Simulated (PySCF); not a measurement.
# Two runs on C$_{3}$H$_{2}$O

System: C$_{3}$H$_{2}$O (cyclopropenone), SMILES O=c1cc1.
Method of run A: TDDFT PBE0/aug-cc-pVDZ, vertical, gas phase, core orbitals frozen in the response (PySCF 2.14.0).

The geometry comes from this level: PBE0-D3(BJ)/def2-SVP. Text and figures count atoms from 1; the logs count them from 0 in places.

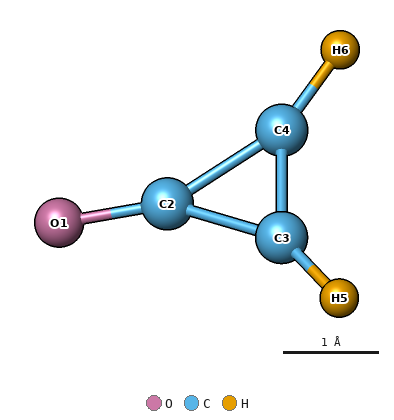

**Figure 1.** The structure (ball-and-stick view, seen at a tilt; atoms are numbered from 1 in the order of the input). Bond lengths as drawn: C–C 1.35 to 1.43 Å, C–H 1.09 Å and C–O 1.20 Å.

**Input file, run A**
```
{"job": {"kind": "uv", "xc": "PBE0", "basis": "aug-cc-pVDZ"}, "charge": 0, "multiplicity": 1}
O      2.061427    -0.102300     0.073417
C      0.866300    -0.051998     0.023698
C     -0.423747    -0.670324    -0.045247
C     -0.368020     0.673748    -0.012368
H     -1.098689    -1.528068    -0.092992
H     -0.974142     1.582912    -0.015774
```

The first line tells a small driver script what to run in PySCF; the rest is the geometry in Å.

Command:
```bash
OMP_NUM_THREADS=1 python <driver script> task.json out
```

Hardware: 1 CPU thread, shared host.

**Output (run A)**
```
coarse grid: 5584 points
cycle   1  E = -190.3358513657  dE =  8.682e-01  |g| = 7.189e-01  |ddm| = 6.090e+00
cycle   2  E = -189.8768268875  dE =  4.590e-01  |g| = 1.659e+00  |ddm| = 3.319e+00
cycle   3  E = -190.4457986034  dE = -5.690e-01  |g| = 8.373e-02  |ddm| = 2.414e+00
cycle   4  E = -190.4472678087  dE = -1.469e-03  |g| = 4.143e-02  |ddm| = 2.855e-01
cycle   5  E = -190.4477233215  dE = -4.555e-04  |g| = 3.306e-03  |ddm| = 1.165e-01
cycle   6  E = -190.4477254278  dE = -2.106e-06  |g| = 9.346e-04  |ddm| = 8.763e-03
final grid: 55576 points
cycle   7  E = -190.4526505104  dE =  5.003e-06  |g| = 1.062e-02  |ddm| = 7.011e-02
cycle   8  E = -190.4525808101  dE =  6.970e-05  |g| = 2.156e-02  |ddm| = 4.617e-02
cycle   9  E = -190.4526737583  dE = -9.295e-05  |g| = 1.012e-03  |ddm| = 2.870e-02
cycle  10  E = -190.4526740146  dE = -2.563e-07  |g| = 6.449e-05  |ddm| = 2.531e-03
cycle  11  E = -190.4526740153  dE = -6.803e-10  |g| = 3.450e-05  |ddm| = 1.779e-04
cycle  12  E = -190.4526740155  dE = -2.506e-10  |g| = 1.483e-05  |ddm| = 8.522e-05
converged SCF energy = -190.4526740155

Static polarisability (au): isotropic 35.380, principal 23.163 37.040 45.936

Singlet excitations
state   eV       nm        f      main configurations
  1   4.1483    298.9   0.00011   H->L 0.99
  2   5.5724    222.5   0.00000   H->L+3 0.90
  3   5.9968    206.8   0.01419   H->L+1 0.95
  4   6.5050    190.6   0.03865   H-1->L 0.83, H->L+4 0.11
  5   6.5360    189.7   0.01146   H->L+2 0.98
  6   6.7425    183.9   0.02002   H->L+4 0.86, H-1->L 0.09
  7   7.4979    165.4   0.00000   H->L+5 0.91
  8   7.6593    161.9   0.00000   H-2->L 0.96
  9   7.6716    161.6   0.01053   H-1->L+1 0.98
 10   7.6722    161.6   0.00801   H->L+6 0.97

Triplet excitations (Tamm-Dancoff, eV): 3.7039 4.7156 5.1464 5.9156
```

Run B used a changed input.

**The two runs side by side**

| quantity | run A | run B |
| --- | --- | --- |
| outcome | converged | converged |
| total energy (hartree) | −190.452674 | −190.502281 |
| HOMO (eV) | −7.04 | −7.07 |
| LUMO (eV) | −1.27 | −1.27 |
| dipole moment (D) | 4.29 | 4.28 |
| lowest excitation (eV) | 4.15 | 4.16 |
| SCF iterations | 12 | 12 |
| strongest computed line (eV) | 6.50 | 6.55 |
| basis functions | 110 | 169 |
| wall time (shared host) | 3.7 s | 6.7 s |

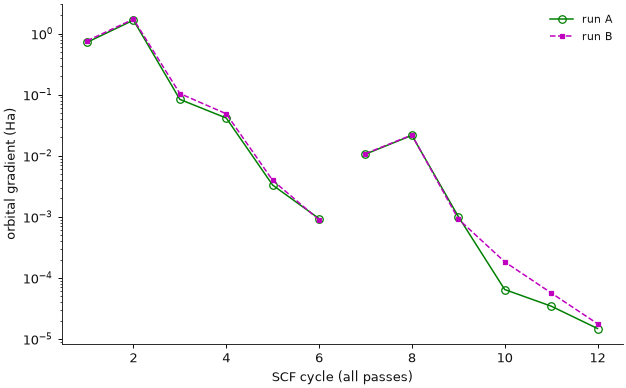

**Figure 2.** Convergence of the two runs: orbital gradient against the SCF cycle. A break in a curve parts two SCF passes (coarse and final grid). Run A takes 12 cycles in all, and run B takes 12.

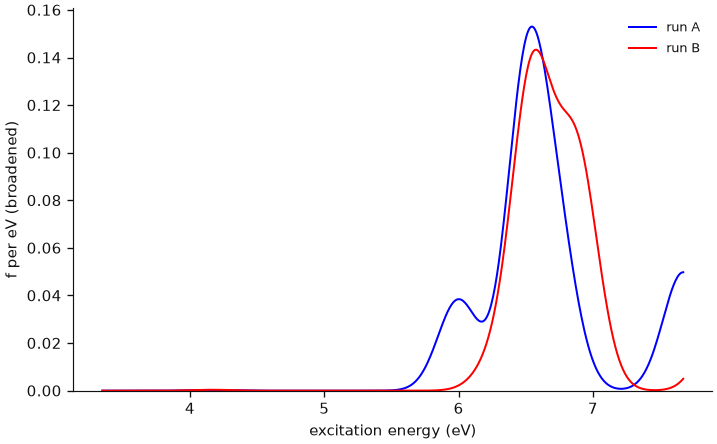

**Figure 3.** Absorption of the two runs from their computed states, each broadened by a Gaussian of 0.35 eV full width; the range ends where the shorter list of states ends.

What was changed in the input?

The change (lines with − go, lines with + come):
```diff
-"basis": "aug-cc-pVDZ"
+"basis": "def2-TZVPD"
```

The total energy of run B is 31.1 kcal/mol lower, which measures the change of basis and not a stability. The strongest computed line goes from 6.50 to 6.55 eV. The number of SCF iterations is the same. The basis functions go from 110 to 169.

**Output (run B)**
```
coarse grid: 5584 points
cycle   1  E = -190.3900952667  dE =  8.503e-01  |g| = 7.604e-01  |ddm| = 2.701e+00
cycle   2  E = -189.9088643666  dE =  4.812e-01  |g| = 1.726e+00  |ddm| = 1.954e+00
cycle   3  E = -190.5052657311  dE = -5.964e-01  |g| = 1.043e-01  |ddm| = 1.504e+00
cycle   4  E = -190.5074186059  dE = -2.153e-03  |g| = 4.864e-02  |ddm| = 1.359e-01
cycle   5  E = -190.5079956203  dE = -5.770e-04  |g| = 3.950e-03  |ddm| = 4.593e-02
cycle   6  E = -190.5079984323  dE = -2.812e-06  |g| = 8.929e-04  |ddm| = 6.994e-03
final grid: 55576 points
cycle   7  E = -190.5022591053  dE = -6.745e-06  |g| = 1.083e-02  |ddm| = 1.136e-01
cycle   8  E = -190.5021914229  dE =  6.768e-05  |g| = 2.190e-02  |ddm| = 1.762e-02
cycle   9  E = -190.5022805957  dE = -8.917e-05  |g| = 9.207e-04  |ddm| = 1.188e-02
cycle  10  E = -190.5022807732  dE = -1.774e-07  |g| = 1.831e-04  |ddm| = 9.234e-04
cycle  11  E = -190.5022807802  dE = -7.000e-09  |g| = 5.685e-05  |ddm| = 2.233e-04
cycle  12  E = -190.5022807809  dE = -7.152e-10  |g| = 1.775e-05  |ddm| = 5.408e-05
converged SCF energy = -190.5022807809

Static polarisability (au): isotropic 35.566, principal 23.476 37.322 45.902

Singlet excitations
state   eV       nm        f      main configurations
  1   4.1640    297.8   0.00014   H->L 0.99
  2   5.6026    221.3   0.00000   H->L+2 0.97
  3   6.2768    197.5   0.00435   H->L+1 0.80, H-1->L 0.17
  4   6.5488    189.3   0.04854   H-1->L 0.71, H->L+1 0.13, H->L+4 0.12
  5   6.8583    180.8   0.02880   H->L+4 0.86
  6   6.9587    178.2   0.00940   H->L+3 0.98
  7   7.6527    162.0   0.00000   H-2->L 0.97
  8   7.9621    155.7   0.01244   H-1->L+1 0.98
  9   8.1145    152.8   0.00000   H->L+5 0.98
 10   8.2101    151.0   0.00440   H->L+7 0.74, H-1->L+2 0.23

Triplet excitations (Tamm-Dancoff, eV): 3.7101 4.7076 5.1725 6.1974
```
